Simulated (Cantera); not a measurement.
Feed: 1 mol Nb2O5, 27 mol H2, 0.15 mol H2O, held at 7.50 Torr.

Equilibrium computed with Cantera from the NASA thermochemical tables; the gas is ideal and each condensed phase is pure. Candidate condensed phases: H2O, Nb, NbO, NbO2, Nb2O5; 12 gas species. Mutual solubility and eutectic melting of coexisting phases are not modelled. Condensed phases not in the tables: the oxides between NbO2 and Nb2O5. The numbers say what is thermodynamically allowed, not how fast it happens.

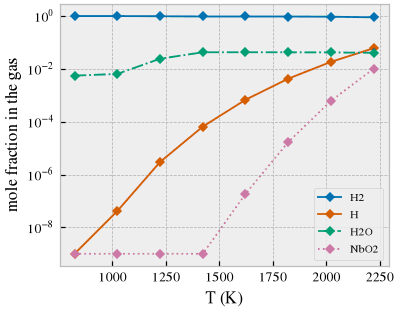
Equilibrium gas composition (values under 1e-9 drawn at 1e-9)

At 823 K the condensed part is Nb2O5(s). From 1023 K to 1223 K the condensed part is NbO2(s) + Nb2O5(s). From 1423 K to 2023 K the condensed part is NbO2(s). At 2223 K the condensed part is NbO2(l).
